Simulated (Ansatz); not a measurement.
# C5H10O2 (SMILES CC1OCCCO1) at 5 levels

Aim: a comparison of 5 runs (BLYP/3-21G, B3LYP/6-31G*, PBE0/def2-SVP, BLYP/def2-SVPD, MP2/pcseg-1) of C5H10O2. 

The calculation is run with Ansatz 0.2.0.

10 further runs of the same task are left out: 3 for a known fault of the program, 1 that didn't finish, 6 set aside as unsound or not needed. Runs told in other sessions of the task aren't counted.

## 1. Starting point

C5H10O2 has 17 atoms, charge 0, and is taken as a singlet. SMILES: `CC1OCCCO1`. The coordinates come from a PBE0-D4/def2-TZVP relaxation. This is one conformer, not always the lowest.

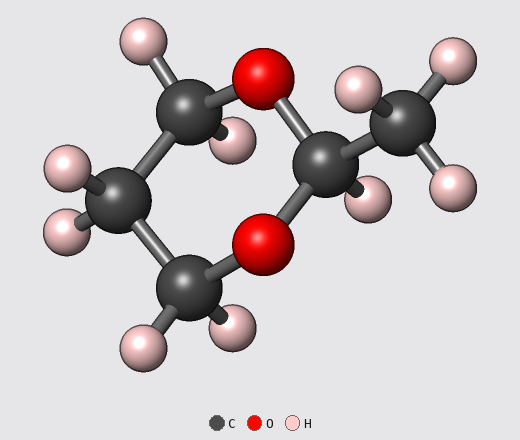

Viewed from a chosen angle; carbon dark grey, oxygen red, hydrogen pink.

## 2. Energy and gradient at BLYP/3-21G (run 1)

The input, in.yaml:

```yaml
crystal:
  periodic: [false, false, false]
  atoms:
    - {symbol: C, position_ang: [2.393160, 0.285520, -0.189430]}
    - {symbol: C, position_ang: [0.965190, -0.175370, -0.171370]}
    - {symbol: O, position_ang: [0.226550, 0.627920, -1.050360]}
    - {symbol: C, position_ang: [-1.131110, 0.240520, -1.090330]}
    - {symbol: C, position_ang: [-1.736880, 0.287950, 0.299350]}
    - {symbol: C, position_ang: [-0.856460, -0.519300, 1.234040]}
    - {symbol: O, position_ang: [0.485650, -0.088880, 1.142420]}
    - {symbol: H, position_ang: [2.992480, -0.332530, 0.479290]}
    - {symbol: H, position_ang: [2.442140, 1.323010, 0.143930]}
    - {symbol: H, position_ang: [2.793960, 0.216700, -1.200870]}
    - {symbol: H, position_ang: [0.873680, -1.228060, -0.504680]}
    - {symbol: H, position_ang: [-1.631230, 0.922860, -1.779220]}
    - {symbol: H, position_ang: [-1.211510, -0.778950, -1.501460]}
    - {symbol: H, position_ang: [-1.780660, 1.324810, 0.643470]}
    - {symbol: H, position_ang: [-2.754650, -0.113110, 0.288510]}
    - {symbol: H, position_ang: [-0.918450, -1.589730, 0.978820]}
    - {symbol: H, position_ang: [-1.151860, -0.403380, 2.277870]}
basis:
  gaussian: {orbitals: 3-21G.json}
magnetization: {spin_polarized: false}
hamiltonian: {xc: {name: BLYP}}
accuracy: high
output: {forces: true, orbitals: {seedname: orbitals}}
```

The basis set 3-21G is read from a file made from the Basis Set Exchange's data (not shown).

The run is started by

```bash
$ ansatz run in.yaml --threads 4 --pin off --max-ram 12180MiB --events-out events.jsonl --progress --plain --runs-dir runs
```

Output, shortened:

```text
Warning: RAYON_NUM_THREADS=4 ignored (pool sized by the plan → 4); use --threads N
Functional definition: BLYP
  name "BLYP"
[...]
2106 factors; integrals over basis functions are off by at most 1.1e-8 eV
[...]
mean field -9385.99486819 eV, -344.9289493500 hartree, gradient 3.6e-8 eV, S^2 0.000000; 0 other end points of the search recorded, 0 dependent functions left out
[...]
reference -9385.99492644 eV, -344.9289514907 hartree; 28, 28 occupied and 55, 55 virtual orbitals, 2106 factors
Total energy: -9385.99492644 eV, -344.9289514907 hartree
Atom 0 at     2.393160     0.285520    -0.189430 Å, force     0.564488     0.146603    -0.019238 eV/Å
Atom 1 at     0.965190    -0.175370    -0.171370 Å, force     1.053534    -1.248171    -0.532576 eV/Å
Atom 2 at     0.226550     0.627920    -1.050360 Å, force     1.085978     1.930526    -1.412085 eV/Å
Atom 3 at    -1.131110     0.240520    -1.090330 Å, force    -1.394912    -0.346828    -0.802269 eV/Å
Atom 4 at    -1.736880     0.287950     0.299350 Å, force    -0.930932     0.224995     0.183674 eV/Å
Atom 5 at    -0.856460    -0.519300     1.234040 Å, force    -1.215163    -0.844648     0.721188 eV/Å
Atom 6 at     0.485650    -0.088880     1.142420 Å, force     1.489547     0.813461     2.004764 eV/Å
Atom 7 at     2.992480    -0.332530     0.479290 Å, force     0.160302    -0.180366     0.224114 eV/Å
Atom 8 at     2.442140     1.323010     0.143930 Å, force    -0.036838     0.300328     0.102526 eV/Å
Atom 9 at     2.793960     0.216700    -1.200870 Å, force     0.096474    -0.004156    -0.314365 eV/Å
Atom 10 at     0.873680    -1.228060    -0.504680 Å, force     0.093362    -0.417104    -0.147329 eV/Å
Atom 11 at    -1.631230     0.922860    -1.779220 Å, force    -0.202444     0.208435    -0.202635 eV/Å
Atom 12 at    -1.211510    -0.778950    -1.501460 Å, force    -0.182414    -0.406686    -0.061210 eV/Å
Atom 13 at    -1.780660     1.324810     0.643470 Å, force     0.072713     0.291199     0.086572 eV/Å
Atom 14 at    -2.754650    -0.113110     0.288510 Å, force    -0.320526    -0.126608    -0.003514 eV/Å
Atom 15 at    -0.918450    -1.589730     0.978820 Å, force    -0.192906    -0.377558    -0.150813 eV/Å
Atom 16 at    -1.151860    -0.403380     2.277870 Å, force    -0.140263     0.036577     0.323195 eV/Å
Dipole moment:    -0.283071    -0.199243    -0.031683 e Å
```

Run time: 3.3 s. Hardware: 4 threads of Arm Neoverse V2, shared host; peak memory 0.26 GiB.

## 3. Energy and forces at B3LYP/6-31G(d) (spherical functions) (run 2)

The input, input.yaml:

```yaml
crystal:
  periodic: [false, false, false]
  atoms:
    - {symbol: C, position_ang: [2.393160, 0.285520, -0.189430]}
    - {symbol: C, position_ang: [0.965190, -0.175370, -0.171370]}
    - {symbol: O, position_ang: [0.226550, 0.627920, -1.050360]}
    - {symbol: C, position_ang: [-1.131110, 0.240520, -1.090330]}
    - {symbol: C, position_ang: [-1.736880, 0.287950, 0.299350]}
    - {symbol: C, position_ang: [-0.856460, -0.519300, 1.234040]}
    - {symbol: O, position_ang: [0.485650, -0.088880, 1.142420]}
    - {symbol: H, position_ang: [2.992480, -0.332530, 0.479290]}
    - {symbol: H, position_ang: [2.442140, 1.323010, 0.143930]}
    - {symbol: H, position_ang: [2.793960, 0.216700, -1.200870]}
    - {symbol: H, position_ang: [0.873680, -1.228060, -0.504680]}
    - {symbol: H, position_ang: [-1.631230, 0.922860, -1.779220]}
    - {symbol: H, position_ang: [-1.211510, -0.778950, -1.501460]}
    - {symbol: H, position_ang: [-1.780660, 1.324810, 0.643470]}
    - {symbol: H, position_ang: [-2.754650, -0.113110, 0.288510]}
    - {symbol: H, position_ang: [-0.918450, -1.589730, 0.978820]}
    - {symbol: H, position_ang: [-1.151860, -0.403380, 2.277870]}
basis:
  gaussian:
    orbitals: 6-31G_st_-spherical.json
hamiltonian:
  xc: {name: B3LYP}
accuracy: high
output: {forces: true, orbitals: {seedname: orbitals}}
```

The basis set 6-31G* is read from a file made from the Basis Set Exchange's data (not shown).

The run is started by

```bash
$ ansatz run input.yaml --threads 4 --pin off --max-ram 12180MiB --events-out events.jsonl --progress --plain --runs-dir runs
```

Output, shortened:

```text
Warning: RAYON_NUM_THREADS=4 ignored (pool sized by the plan → 4); use --threads N
Functional definition: B3LYP
  name "B3LYP"
[...]
3063 factors; integrals over basis functions are off by at most 3.4e-9 eV
[...]
mean field -9441.88726645 eV, -346.9829571011 hartree, gradient 6.9e-8 eV, S^2 0.000000; 0 other end points of the search recorded, 0 dependent functions left out
[...]
reference -9441.88730732 eV, -346.9829586028 hartree; 28, 28 occupied and 90, 90 virtual orbitals, 3063 factors
Total energy: -9441.88730732 eV, -346.9829586028 hartree
Atom 0 at     2.393160     0.285520    -0.189430 Å, force     0.241120     0.072545    -0.005253 eV/Å
Atom 1 at     0.965190    -0.175370    -0.171370 Å, force     0.079125    -0.304638    -0.108982 eV/Å
Atom 2 at     0.226550     0.627920    -1.050360 Å, force     0.152183     0.341233    -0.301015 eV/Å
[...]
Atom 7 at     2.992480    -0.332530     0.479290 Å, force     0.083600    -0.052375     0.073116 eV/Å
Atom 8 at     2.442140     1.323010     0.143930 Å, force     0.029518     0.105670     0.031055 eV/Å
Atom 9 at     2.793960     0.216700    -1.200870 Å, force     0.062340     0.006061    -0.105084 eV/Å
Atom 10 at     0.873680    -1.228060    -0.504680 Å, force     0.033056    -0.073541    -0.027895 eV/Å
Atom 11 at    -1.631230     0.922860    -1.779220 Å, force    -0.047483     0.058310    -0.081808 eV/Å
Atom 12 at    -1.211510    -0.778950    -1.501460 Å, force    -0.036920    -0.086107    -0.050153 eV/Å
Atom 13 at    -1.780660     1.324810     0.643470 Å, force    -0.002716     0.093650     0.030906 eV/Å
Atom 14 at    -2.754650    -0.113110     0.288510 Å, force    -0.132130    -0.022280     0.008328 eV/Å
Atom 15 at    -0.918450    -1.589730     0.978820 Å, force    -0.031271    -0.101634    -0.003165 eV/Å
Atom 16 at    -1.151860    -0.403380     2.277870 Å, force    -0.024982    -0.003763     0.108175 eV/Å
Dipole moment:    -0.279208    -0.207319    -0.034779 e Å
```

Run time: 6.9 s. Hardware: 4 threads of Arm Neoverse V2, shared host; peak memory 0.62 GiB.

Runs 3 to 4 aren't shown in full; the table further down has their settings and results.

## 4. Energy and gradient at MP2/pcseg-1 (run 5)

The input, job.yaml:

```yaml
crystal:
  periodic: [false, false, false]
  atoms:
    - {symbol: C, position_ang: [2.393160, 0.285520, -0.189430]}
    - {symbol: C, position_ang: [0.965190, -0.175370, -0.171370]}
    - {symbol: O, position_ang: [0.226550, 0.627920, -1.050360]}
    - {symbol: C, position_ang: [-1.131110, 0.240520, -1.090330]}
    - {symbol: C, position_ang: [-1.736880, 0.287950, 0.299350]}
    - {symbol: C, position_ang: [-0.856460, -0.519300, 1.234040]}
    - {symbol: O, position_ang: [0.485650, -0.088880, 1.142420]}
    - {symbol: H, position_ang: [2.992480, -0.332530, 0.479290]}
    - {symbol: H, position_ang: [2.442140, 1.323010, 0.143930]}
    - {symbol: H, position_ang: [2.793960, 0.216700, -1.200870]}
    - {symbol: H, position_ang: [0.873680, -1.228060, -0.504680]}
    - {symbol: H, position_ang: [-1.631230, 0.922860, -1.779220]}
    - {symbol: H, position_ang: [-1.211510, -0.778950, -1.501460]}
    - {symbol: H, position_ang: [-1.780660, 1.324810, 0.643470]}
    - {symbol: H, position_ang: [-2.754650, -0.113110, 0.288510]}
    - {symbol: H, position_ang: [-0.918450, -1.589730, 0.978820]}
    - {symbol: H, position_ang: [-1.151860, -0.403380, 2.277870]}
basis:
  gaussian:
    orbitals: pcseg-1.json
correlation:
  method: mp2
  frozen_orbitals: {C: 1, H: 0, O: 1}
accuracy: high
output: {forces: true, orbitals: {seedname: orbitals}}
```

The basis set pcseg-1 is read from a file made from the Basis Set Exchange's data (not shown).

The run is started by

```bash
$ ansatz run job.yaml --threads 4 --pin off --max-ram 12180MiB --events-out events.jsonl --progress --plain --runs-dir runs
```

Output, shortened:

```text
Warning: RAYON_NUM_THREADS=4 ignored (pool sized by the plan → 4); use --threads N
Functional definition: HF
  name "HF"
[...]
3813 factors; integrals over basis functions are off by at most 1.1e-8 eV
[...]
mean field -9381.96028347 eV, -344.7806810964 hartree, gradient 1.8e-8 eV, S^2 0.000000; 0 other end points of the search recorded, 0 dependent functions left out
7 core orbitals not correlated: weight in the atoms' cores, before any rotation towards them, 1.000 or more for the frozen orbitals, at most 0.000 for the correlated occupied ones
reference -9381.96028347 eV, -344.7806810964 hartree; 21, 21 occupied and 120, 120 virtual orbitals, 3813 factors
second order -29.07734677 eV of doubles, -0.00000000 eV of singles
[...]
Total energy: -9411.03763024 eV, -345.8492538810 hartree
Atom 0 at     2.393160     0.285520    -0.189430 Å, force     0.071295     0.022455    -0.001586 eV/Å
[...]
Atom 7 at     2.992480    -0.332530     0.479290 Å, force    -0.000671    -0.039900     0.045500 eV/Å
Atom 8 at     2.442140     1.323010     0.143930 Å, force    -0.053118     0.034682     0.017614 eV/Å
Atom 9 at     2.793960     0.216700    -1.200870 Å, force    -0.013156    -0.005758    -0.058353 eV/Å
Atom 10 at     0.873680    -1.228060    -0.504680 Å, force    -0.007332    -0.035386    -0.010650 eV/Å
Atom 11 at    -1.631230     0.922860    -1.779220 Å, force     0.018651     0.030562    -0.035637 eV/Å
Atom 12 at    -1.211510    -0.778950    -1.501460 Å, force     0.001917    -0.034234    -0.011345 eV/Å
Atom 13 at    -1.780660     1.324810     0.643470 Å, force     0.038282     0.047586     0.011003 eV/Å
Atom 14 at    -2.754650    -0.113110     0.288510 Å, force    -0.086621    -0.022048     0.003027 eV/Å
Atom 15 at    -0.918450    -1.589730     0.978820 Å, force     0.001992    -0.034347    -0.011538 eV/Å
Atom 16 at    -1.151860    -0.403380     2.277870 Å, force     0.027858     0.005269     0.041829 eV/Å
Dipole moment:    -0.326541    -0.253066    -0.044141 e Å
```

It took 14 s on 4 threads of Arm Neoverse V2, shared host; peak memory 0.91 GiB.

## 5. All runs side by side

```
run                               level  frozen core orbitals  energy (Eh)  dipole moment (D)  HOMO energy (eV)  LUMO energy (eV)  wall time
  1                          BLYP/3-21G                     –  -344.928951               1.67             -5.17              2.40      3.3 s
  2  B3LYP/6-31G* (spherical functions)                     –  -346.982959               1.68             -6.97              2.58      6.9 s
  3                       PBE0/def2-SVP                     –  -346.341592               1.80             -7.48              1.94      9.3 s
  4                      BLYP/def2-SVPD                     –  -346.611283               1.78             -5.98              0.10       18 s
  5                         MP2/pcseg-1                     7  -345.849254               2.00            -11.62              4.40       14 s
```

## 6. Summary of results

| quantity | value |
| --- | --- |
| run 5: total energy | -345.84925 Eh |
| run 5: dipole moment (correlated density) | 2.00 D |
| run 5: HOMO energy (Hartree–Fock orbitals) | -11.62 eV |
| run 5: LUMO energy (Hartree–Fock orbitals) | 4.40 eV |
| run 5: HOMO–LUMO gap (Hartree–Fock orbitals) | 16.02 eV |
| run 5: correlation energy (7 core orbitals frozen) | -1068.6 mEh |
| run 5: largest force on an atom | 0.553 eV/Å |

**Reading.** The dipole moment (its size) runs from 1.67 D (BLYP/3-21G) to 2.00 D (MP2/pcseg-1). The two ends differ in method and basis. Over runs 1, 2, 3, 4 the HOMO–LUMO gap runs from 6.07 eV (BLYP/def2-SVPD) to 9.55 eV (B3LYP/6-31G*). Totals of different functionals can't be ranked against each other. All runs together took 52 s, the longest 18 s.
